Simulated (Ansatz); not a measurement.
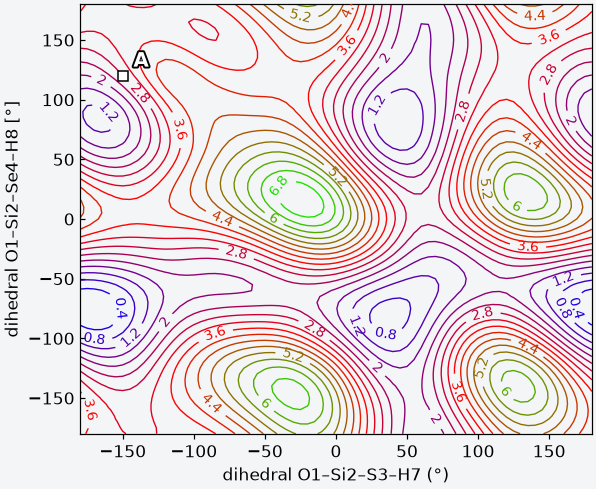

H4OSSeSi, SMILES O[SiH](S)[SeH]. 
- First axis: dihedral O1–Si2–S3–H7. Second axis: dihedral O1–Si2–Se4–H8.
- Nothing is relaxed (all other coordinates rigid).
- The grid has 12 × 12 points.
- Points are written as (first, second).
- Energies: kcal/mol, counted from the relaxed molecule at the same level.
- Theory: RHF/def2-TZVP in Ansatz.

In the figure: contour lines labelled in kcal/mol, the point A. Between grid points the surface is interpolated.

> Which way does the force act at A, and how strong is it?

A, at (−150°, 120°), is not a stationary point. The computed force is 0.054 kcal/mol for each degree towards smaller values of dihedral O1–Si2–S3–H7 and 0.043 kcal/mol for each degree towards smaller values of dihedral O1–Si2–Se4–H8.
